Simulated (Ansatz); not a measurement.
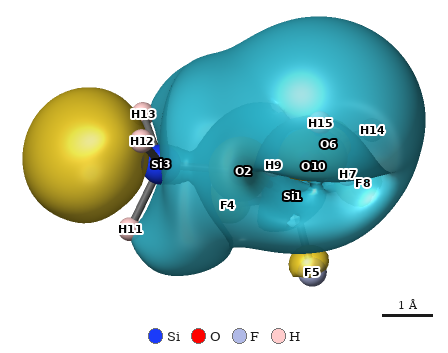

The picture shows: F3H4O2Si2···H3O. The LUMO at ±0.06 Å⁻³ᐟ² (yellow and cyan are the two phases), seen from one side.

A transition-state structure; geometry: PBE0-D4/def2-TZVP.

Theory: RKS PBE0-D4/def2-TZVPP in Ansatz 0.2.0.

| atom | x (Å) | y (Å) | z (Å) |
| --- | --- | --- | --- |
| Si | -1.1264 | 0.4624 | 0.5366 |
| O | 0.2267 | 0.0111 | -0.4127 |
| Si | 0.1745 | -0.0178 | -2.0962 |
| F | -2.0009 | 0.7347 | -0.8177 |
| F | -1.0873 | 1.9730 | 1.0298 |
| O | -2.1620 | -0.6366 | 1.1472 |
| H | 1.2172 | -0.0690 | 1.7427 |
| F | -0.0129 | 0.0921 | 2.0113 |
| H | 1.4324 | -0.1602 | 0.2439 |
| O | 2.0914 | -0.1940 | 1.0936 |
| H | -0.0432 | 1.3296 | -2.6586 |
| H | 1.5472 | -0.4780 | -2.4443 |
| H | -0.8068 | -1.0082 | -2.5819 |
| H | -1.9197 | -0.9655 | 2.0136 |
| H | 2.4699 | -1.0738 | 1.1926 |

Describe this orbital and give its energy.

Answer. Its weight (Hirshfeld) is mainly on H15 (about 30 %), Si3 (about 25 %) and O10 (about 10 %). Its energy is −0.42 eV.
